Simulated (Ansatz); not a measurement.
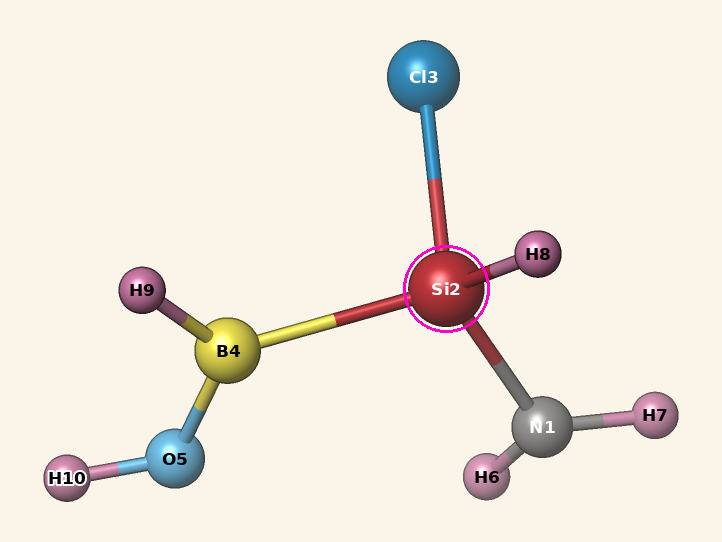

Depth is shown by fading: the farther an atom, the more it takes the colour of the background. Circles mark the stereogenic atoms. The computed structure is the end point of a PBE-D4/def2-SVP optimisation. No frequency run is at hand to confirm it as a minimum.

Q: Assign CIP descriptors.

A: Si2: S (priorities Cl3 > N1 > B4 > H8).

Q: Write the isomeric SMILES.

A: N[Si@@H](Cl)BO
